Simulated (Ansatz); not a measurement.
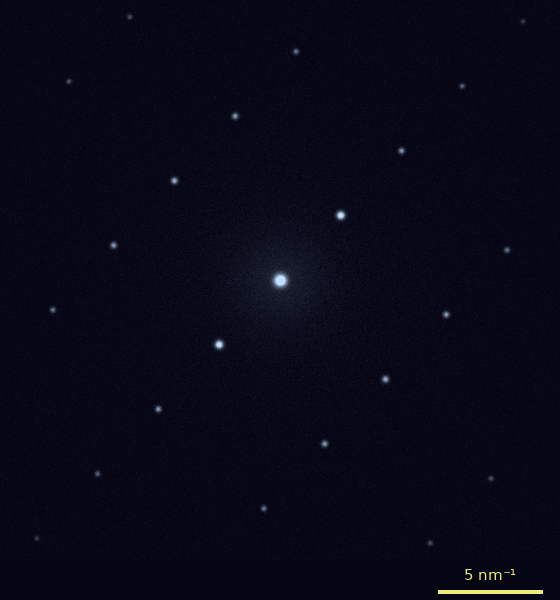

Kinematic zone-axis pattern, calculated for 120 keV electrons with B = 0.8 Å².

It belongs to Al, space group Fm-3m (No. 225), a = 4.050 Å. Structure: the input geometry of an electronic-structure calculation (not necessarily at equilibrium).

```
Al
1.0
     4.05000    0.00000    0.00000
     0.00000    4.05000    0.00000
     0.00000    0.00000    4.05000
Al
4
Direct
  0.00000 0.00000 0.00000
  0.00000 0.50000 0.50000
  0.50000 0.00000 0.50000
  0.50000 0.50000 0.00000
```

Determine the zone axis from the geometry of the pattern.

Answer. The spots form a rectangular net whose two shortest vectors correspond to d = 2.34 Å and 1.43 Å, 90.0° apart. They index as -1 1 1 and 0 -2 2, so the zone axis is [211] (or an equivalent direction of <211>).

Which reflections of this zone are missing, and why?

Answer. The lattice centring (F) removes all reflections that break h + k = 2n, h + l = 2n.

List the strongest reflections.

Answer. Strongest reflections with d > 0.80 Å, one of each family (|F|² from tabulated Gaussian fits of the electron scattering factors, times a small damping for the curvature of the Ewald sphere):

```json
{"hkl": "1 -1 -1", "d (Å)": "2.338", "I (strongest = 100)": "100"}
{"hkl": "0 2 -2", "d (Å)": "1.432", "I (strongest = 100)": "24"}
{"hkl": "1 1 -3", "d (Å)": "1.221", "I (strongest = 100)": "15"}
{"hkl": "2 -2 -2", "d (Å)": "1.169", "I (strongest = 100)": "13"}
{"hkl": "2 0 -4", "d (Å)": "0.906", "I (strongest = 100)": "5"}
```
